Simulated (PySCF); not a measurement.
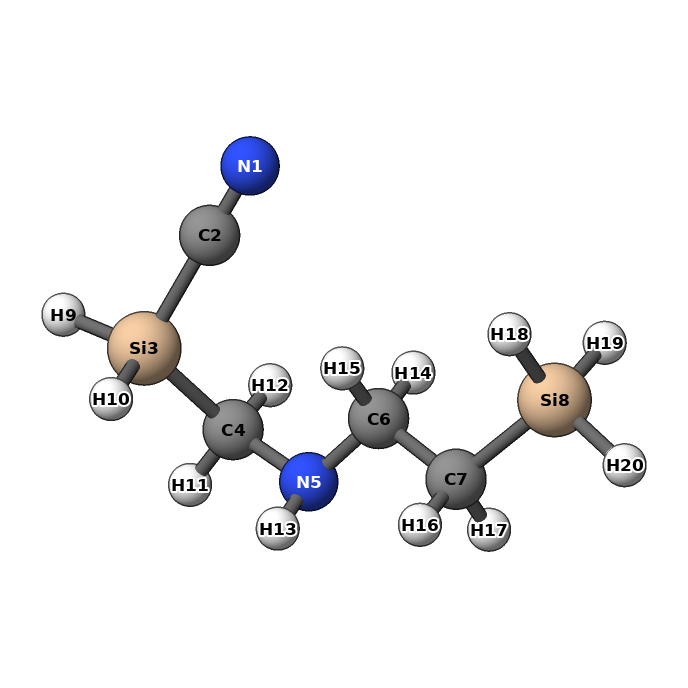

The geometry was computed by an optimisation with GFN2-xTB. No frequency run is at hand to confirm it as a minimum. Level of theory: GIAO PBE0/pcSseg-1 NMR shielding, non-relativistic, gas phase (PySCF 2.14.0). Principal shieldings σ11 ≤ σ22 ≤ σ33, span Ω = σ33 − σ11, skew κ = 3(σiso − σ22)/Ω.

### Which C atom has the most anisotropic shielding?

C2, with a span of 348 ppm.

Give the shielding tensors of the C atoms.

```json
{"atom": "C2", "σ11": "−59.1", "σ22": "−47.7", "σ33": "288.6", "σiso": "60.6", "Ω": "347.7", "κ": "0.93"}
{"atom": "C4", "σ11": "122.2", "σ22": "138.3", "σ33": "183.2", "σiso": "147.9", "Ω": "61.0", "κ": "0.47"}
{"atom": "C6", "σ11": "112.6", "σ22": "126.4", "σ33": "160.5", "σiso": "133.2", "Ω": "47.8", "κ": "0.42"}
{"atom": "C7", "σ11": "161.0", "σ22": "166.5", "σ33": "191.7", "σiso": "173.1", "Ω": "30.7", "κ": "0.64"}
```

Shieldings and span in ppm.

The geometry is semi-empirical. Around Si such bond lengths and angles can be off by a tenth of an ångström or more and by several degrees, and values that hang on the shape move with them.
